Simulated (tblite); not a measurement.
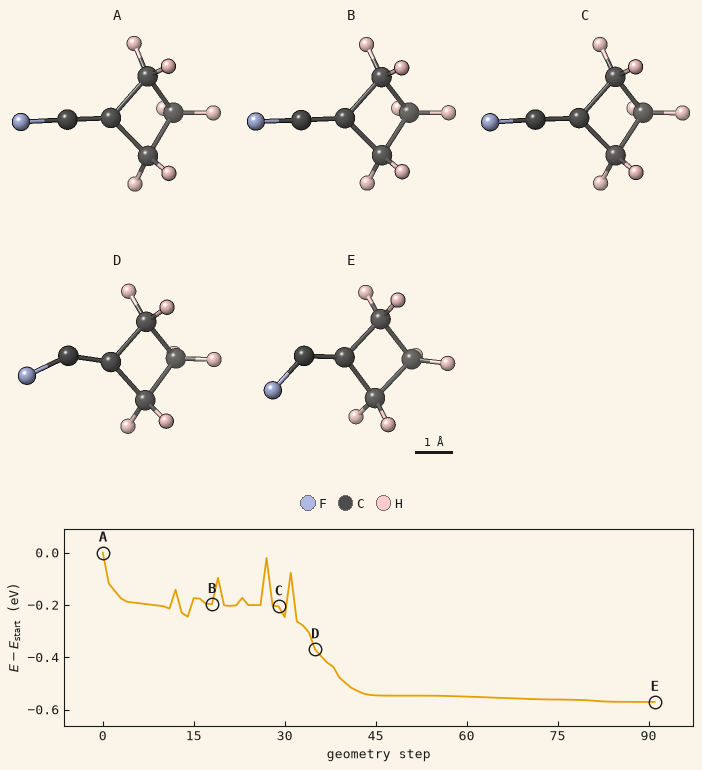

Frames of a relaxation of C$_{5}$H$_{6}$F (multiplicity 2), marked on the history of the run. The picture is a ball-and-stick view, seen from a free direction.

Theory: GFN2-xTB geometry optimisation, gas phase in tblite. 

**Describe the path.**

The F atom moves most after the best rigid fit: 0.83 Å. Largest moves by element: F 0.83 Å, H 0.54 Å, C 0.38 Å. Some distances before and after: C–C 1.535 → 1.503 Å, C–F 1.355 → 1.328 Å, C–C 1.274 → 1.291 Å, C–C 1.527 → 1.539 Å. Bond angles that change, for instance: F–C–C 178.7° → 132.6°, C–C–C 84.0° → 89.4°, C–C–H 116.8° → 113.1°. Over 91 geometry steps the energy falls by 0.571 eV. The run took 0.36 s on 1 thread of Arm Neoverse V1, on a shared host. From step 0 to 18: a C atom moves most (0.06 Å), energy −0.197 eV. From step 18 to 29: an H atom moves most (0.04 Å), energy −0.009 eV. From step 29 to 35: F and C atoms move most (0.28 Å), energy −0.164 eV. From step 35 to 91: the F atom moves most (0.56 Å), energy −0.201 eV.
